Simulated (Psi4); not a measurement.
# SiCl4 (silicon tetrachloride): levels of theory compared

We compute a comparison of 3 runs (HF/cc-pVDZ, MP2/cc-pVDZ, CCSD/cc-pVDZ) of SiCl4 (silicon tetrachloride). 

The calculation is run with Psi4 1.11.

2 further runs of the same task are left out: 1 that didn't finish, 1 set aside as unsound or not needed.

**1. The molecule**

SiCl4 has 5 atoms, charge 0, and is taken as a singlet. As SMILES, `Cl[Si](Cl)(Cl)Cl`. The Si2–Cl5 distance was set to 4.447 Å, away from the relaxed value. At this shape a bond of the SMILES string is far longer than usual.

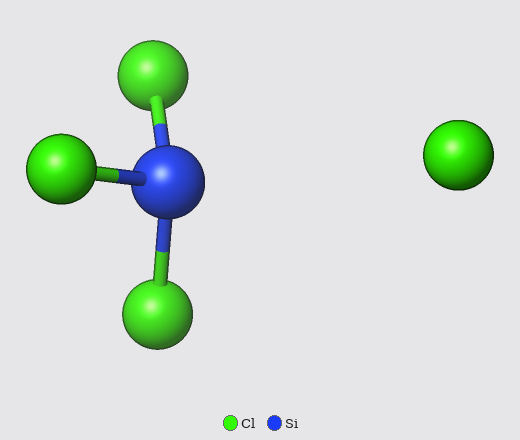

Viewed from a chosen angle; chlorine green, silicon blue.

**2. Energy and gradient at HF/cc-pVDZ (run 1)**

input.dat

```
memory 1600 mb

molecule molecule1 {
  0 1
  Cl    -1.621766    -2.374939     2.229344
  Si    -0.649166    -2.302039     0.458744
  Cl     0.996234    -3.473239     0.545144
  Cl    -1.871266    -2.964239    -1.009056
  Cl     0.559300     1.891400    -0.397500
  symmetry c1
  no_reorient
  no_com
}

set basis cc-pVDZ
set reference rhf
set puream true
set e_convergence 1e-09
set d_convergence 1e-08
set scf_type pk

E, wfn = gradient("scf", return_wfn=True)
oeprop(wfn, "DIPOLE", "MAYER_INDICES", "QUADRUPOLE")
```

Command:

```bash
$ psi4 -i input.dat -o output.dat -n 1
```

output.dat:

```text
[...]
  Running in c1 symmetry.
[...]
  Nuclear repulsion =  438.174539509258523
[...]
  Multiplicity = 1
[...]
  Nalpha       = 41
  Nbeta        = 41
[...]
    Number of basis functions: 90
[...]
   @RHF iter   1: -2126.76885338144120   -1.87774e-01   4.67866e-03 ADIIS/DIIS
[...]
   @RHF iter  14: -2126.92100209638465   -1.22782e-11   5.48408e-09 DIIS
[...]
  @RHF Final Energy: -2126.92100209638465
   => Energetics <=
    Nuclear Repulsion Energy =            438.1745395092585227
    One-Electron Energy =               -3812.7272208689528270
    Two-Electron Energy =                1247.6316792633097066
    Total Energy =                      -2126.9210020963846546
[...]
  -Total Gradient:
     Atom            X                  Y                   Z
    ------   -----------------  -----------------  -----------------
       1       -0.002877613198    -0.013255291653     0.000969104593
       2        0.004045130345     0.014082299532    -0.002859745025
       3       -0.005448617090    -0.012180739605     0.002638159465
       4       -0.002644136908    -0.012676965774     0.004159284120
       5        0.006925236850     0.024030697430    -0.004906803169
[...]
 Multipole Moments:
 ------------------------------------------------------------------------------------
     Multipole            Electronic (a.u.)      Nuclear  (a.u.)        Total (a.u.)
 ------------------------------------------------------------------------------------
 L = 1.  Multiply by 2.5417464519 to convert [e a0] to [Debye]
 Dipole X            :         78.2239380          -79.4172333           -1.1932954
 Dipole Y            :        279.1026069         -283.2431782           -4.1405713
 Dipole Z            :        -55.2363753           56.0818936            0.8455182
 Magnitude           :                                                    4.3912624
 L = 2.  Multiply by 1.3450342976 to convert [e a0^2] to [Debye ang]
 Quadrupole XX       :       -518.0972964          472.5584811          -45.5388153
 Quadrupole XY       :       -498.8111736          499.4372424            0.6260688
[...]
```

Wall time 71 s (1 thread of AMD EPYC 7R43 (Zen 3), shared host); peak memory 0.39 GiB.

**3. The energy at MP2/cc-pVDZ (run 2)**

cl4si.json

```json
{
  "schema_name": "qcschema_input",
  "schema_version": 1,
  "molecule": {
    "schema_name": "qcschema_molecule",
    "schema_version": 2,
    "symbols": ["Cl", "Si", "Cl", "Cl", "Cl"],
    "geometry": [-3.06469358, -4.48798427, 4.2128496, -1.22674595, -4.35022324, 0.86690052, 1.88260942, -6.56347048, 1.03017286, -3.53618025, -5.60159988, -1.90683948, 1.05692382, 3.57422799, -0.75116613],
    "molecular_charge": 0,
    "molecular_multiplicity": 1,
    "fix_symmetry": "c1"
  },
  "driver": "energy",
  "model": {
    "method": "mp2",
    "basis": "cc-pVDZ"
  },
  "keywords": {
    "reference": "rhf",
    "puream": true,
    "e_convergence": 1e-09,
    "d_convergence": 1e-08,
    "scf_type": "pk",
    "num_frozen_docc": 25,
    "mp2_type": "conv"
  }
}
```

Command:

```bash
$ psi4 --qcschema cl4si.json -n 1 --memory 1600MB
```

stdout:

```text
[...]
  Running in c1 symmetry.
[...]
  Nuclear repulsion =  438.174539507943052
[...]
  Multiplicity = 1
[...]
  Nalpha       = 41
  Nbeta        = 41
[...]
    Number of basis functions: 90
[...]
   @RHF iter   1: -2126.76885338151260   -1.87774e-01   4.67866e-03 DIIS/ADIIS
[...]
   @RHF iter  14: -2126.92100209653381   -1.22782e-11   5.48408e-09 DIIS
[...]
    Orbital Energies [Eh]
    ---------------------
    Doubly Occupied:
       1A   -104.932114     2A   -104.932110     3A   -104.932108
       4A   -104.728345     5A    -69.047430     6A    -10.660163
       7A    -10.660156     8A    -10.660153     9A    -10.447713
      10A     -8.127185    11A     -8.127180    12A     -8.127177
      13A     -8.124169    14A     -8.124164    15A     -8.124162
      16A     -8.123986    17A     -8.123981    18A     -8.123979
      19A     -7.914608    20A     -7.912437    21A     -7.912437
      22A     -6.378967    23A     -4.485040    24A     -4.484731
      25A     -4.484731    26A     -1.233276    27A     -1.186798
      28A     -1.186791    29A     -0.934143    30A     -0.778174
      31A     -0.653849    32A     -0.653847    33A     -0.608994
      34A     -0.575330    35A     -0.575328    36A     -0.549761
[...]
  @RHF Final Energy: -2126.92100209653381
   => Energetics <=
    Nuclear Repulsion Energy =            438.1745395079430523
    One-Electron Energy =               -3812.7272208673348359
    Two-Electron Energy =                1247.6316792628579151
    Total Energy =                      -2126.9210020965338117
[...]
 Multipole Moments:
 ------------------------------------------------------------------------------------
     Multipole            Electronic (a.u.)      Nuclear  (a.u.)        Total (a.u.)
 ------------------------------------------------------------------------------------
 L = 1.  Multiply by 2.5417464519 to convert [e a0] to [Debye]
 Dipole X            :         -1.0897256           -0.1035698           -1.1932954
 Dipole Y            :         -3.7812105           -0.3593609           -4.1405713
 Dipole Z            :          0.7721351            0.0733831            0.8455182
 Magnitude           :                                                    4.3912624
[...]
	SCS-MP2 Total Energy (a.u.)        : -2127.55690396517548
	SOS-MP2 Total Energy (a.u.)        : -2127.54688043318083
	SCSN-MP2 Total Energy (a.u.)       : -2127.22812923911897
[...]
	SOS-PI-MP2 Total Energy (a.u.)     : -2127.59502492061529
[...]
	MP2 Total Energy (a.u.)            : -2127.57695102916477
[...]
```

The result, in JSON:

```text
{
 "driver": "energy",
 "model": {
  "method": "mp2",
  "basis": "cc-pVDZ"
 },
 "success": true,
 "return_result": -2127.576951029165,
 "properties": {
  "calcinfo_nbasis": 90,
  "calcinfo_nmo": 90,
  "calcinfo_nalpha": 41,
  "calcinfo_nbeta": 41,
  "calcinfo_natom": 5,
  "nuclear_repulsion_energy": 438.17453950794305,
  "return_energy": -2127.576951029165,
  "scf_one_electron_energy": -3812.727220867335,
  "scf_two_electron_energy": 1247.631679262858,
  "scf_dipole_moment": [-1.1932953526238221, -4.140571337301267, 0.8455182024544223],
  "scf_total_energy": -2126.921002096534,
  "scf_iterations": 14,
  "mp2_same_spin_correlation_energy": -0.17450405828717405,
  "mp2_opposite_spin_correlation_energy": -0.4814448743437889,
  "mp2_singles_energy": 0.0,
  "mp2_doubles_energy": -0.6559489326309629,
  "mp2_correlation_energy": -0.6559489326309631,
  "mp2_total_energy": -2127.576951029165
 }
}
```

It took 75 s on 1 thread of AMD EPYC 7R43 (Zen 3), shared host; peak memory 0.45 GiB.

**4. The energy at CCSD/cc-pVDZ (run 3)**

job.json

```json
{
 "schema_name": "qcschema_input",
 "schema_version": 1,
 "molecule": {
  "schema_name": "qcschema_molecule",
  "schema_version": 2,
  "symbols": ["Cl", "Si", "Cl", "Cl", "Cl"],
  "geometry": [-3.06469358, -4.48798427, 4.2128496, -1.22674595, -4.35022324, 0.86690052, 1.88260942, -6.56347048, 1.03017286, -3.53618025, -5.60159988, -1.90683948, 1.05692382, 3.57422799, -0.75116613],
  "molecular_charge": 0,
  "molecular_multiplicity": 1,
  "fix_symmetry": "c1",
  "fix_com": true,
  "fix_orientation": true
 },
 "driver": "energy",
 "model": {
  "method": "ccsd",
  "basis": "cc-pVDZ"
 },
 "keywords": {
  "puream": true,
  "e_convergence": 1e-09,
  "d_convergence": 1e-08,
  "scf_type": "pk",
  "num_frozen_docc": 25
 }
}
```

Command:

```bash
$ psi4 --qcschema job.json -n 1 --memory 1600MB
```

stdout:

```text
[...]
  Running in c1 symmetry.
[...]
  Nuclear repulsion =  438.174539507943052
[...]
  Multiplicity = 1
[...]
  Nalpha       = 41
  Nbeta        = 41
[...]
    Number of basis functions: 90
[...]
   @RHF iter   1: -2126.76885338151078   -1.87774e-01   4.67866e-03 DIIS/ADIIS
[...]
   @RHF iter  14: -2126.92100209653563   -1.18234e-11   5.48408e-09 DIIS
[...]
    Orbital Energies [Eh]
    ---------------------
    Doubly Occupied:
       1A   -104.932114     2A   -104.932110     3A   -104.932108
       4A   -104.728345     5A    -69.047430     6A    -10.660163
       7A    -10.660156     8A    -10.660153     9A    -10.447713
      10A     -8.127185    11A     -8.127180    12A     -8.127177
      13A     -8.124169    14A     -8.124164    15A     -8.124162
      16A     -8.123986    17A     -8.123981    18A     -8.123979
      19A     -7.914608    20A     -7.912437    21A     -7.912437
      22A     -6.378967    23A     -4.485040    24A     -4.484731
      25A     -4.484731    26A     -1.233276    27A     -1.186798
      28A     -1.186791    29A     -0.934143    30A     -0.778174
      31A     -0.653849    32A     -0.653847    33A     -0.608994
      34A     -0.575330    35A     -0.575328    36A     -0.549761
[...]
  @RHF Final Energy: -2126.92100209653563
   => Energetics <=
    Nuclear Repulsion Energy =            438.1745395079430523
    One-Electron Energy =               -3812.7272208673321074
    Two-Electron Energy =                1247.6316792628535950
    Total Energy =                      -2126.9210020965356307
[...]
 Multipole Moments:
 ------------------------------------------------------------------------------------
     Multipole            Electronic (a.u.)      Nuclear  (a.u.)        Total (a.u.)
 ------------------------------------------------------------------------------------
 L = 1.  Multiply by 2.5417464519 to convert [e a0] to [Debye]
 Dipole X            :         78.2239380          -79.4172333           -1.1932954
 Dipole Y            :        279.1026069         -283.2431782           -4.1405713
 Dipole Z            :        -55.2363755           56.0818937            0.8455182
 Magnitude           :                                                    4.3912624
[...]
      * MP2 total energy                      = -2127.576951029168413
[...]
      * CCSD total energy                     = -2127.633756260097925
[...]
```

The result, in JSON:

```text
{
 "driver": "energy",
 "model": {
  "method": "ccsd",
  "basis": "cc-pVDZ"
 },
 "success": true,
 "return_result": -2127.633756260098,
 "properties": {
  "calcinfo_nbasis": 90,
  "calcinfo_nmo": 90,
  "calcinfo_nalpha": 41,
  "calcinfo_nbeta": 41,
  "calcinfo_natom": 5,
  "nuclear_repulsion_energy": 438.17453950794305,
  "return_energy": -2127.633756260098,
  "scf_one_electron_energy": -3812.727220867332,
  "scf_two_electron_energy": 1247.6316792628536,
  "scf_dipole_moment": [-1.193295352621817, -4.140571337295, 0.8455182024534622],
  "scf_total_energy": -2126.9210020965356,
  "scf_iterations": 14,
  "mp2_same_spin_correlation_energy": -0.1745040582872024,
  "mp2_opposite_spin_correlation_energy": -0.48144487434381134,
  "mp2_singles_energy": -1.0434031484314225e-27,
  "mp2_doubles_energy": -0.6559489326310137,
  "mp2_correlation_energy": -0.6559489326310137,
  "mp2_total_energy": -2127.5769510291684,
  "ccsd_same_spin_correlation_energy": -0.16179294583394943,
  "ccsd_opposite_spin_correlation_energy": -0.5509612177266539,
  "ccsd_singles_energy": 0.0,
  "ccsd_doubles_energy": -0.7127541635606033,
  "ccsd_correlation_energy": -0.7127541635606,
  "ccsd_total_energy": -2127.633756260098,
  "ccsd_iterations": 21
 }
}
```

Run time: 74 s. Hardware: 1 thread of AMD EPYC 7R43 (Zen 3), shared host; peak memory 0.49 GiB.

**5. The series**

| run | level | task | frozen core orbitals | energy (Eh) | HOMO energy (eV) | LUMO energy (eV) | HOMO–LUMO gap (eV) | wall time |
| --- | --- | --- | --- | --- | --- | --- | --- | --- |
| 1 | HF/cc-pVDZ | gradient | 0 | -2126.921002 | -8.36 | -3.82 | 4.55 | 71 s |
| 2 | MP2/cc-pVDZ | energy | 25 | -2127.576951 | -8.36 | -3.82 | 4.55 | 75 s |
| 3 | CCSD/cc-pVDZ | energy | 25 | -2127.633756 | -8.36 | -3.82 | 4.55 | 74 s |

**6. Outcome**

```
                                           quantity           value
                                run 3: total energy  -2127.63376 Eh
         run 3: HOMO energy (Hartree–Fock orbitals)        -8.36 eV
         run 3: LUMO energy (Hartree–Fock orbitals)        -3.82 eV
       run 3: HOMO–LUMO gap (Hartree–Fock orbitals)         4.55 eV
run 3: correlation energy (25 core orbitals frozen)      -712.8 mEh
                               run 3: T1 diagnostic           0.077
```

Below the HF energy at the same shape and in the same basis (cc-pVDZ): MP2 -655.9 mEh; CCSD -712.8 mEh. In run 3 the T1 diagnostic is large, so a single reference may not serve. In runs 1, 2, 3 a closed-shell determinant meets a far-stretched bond, which it describes badly. All runs together took 3.7 min, the longest 75 s.
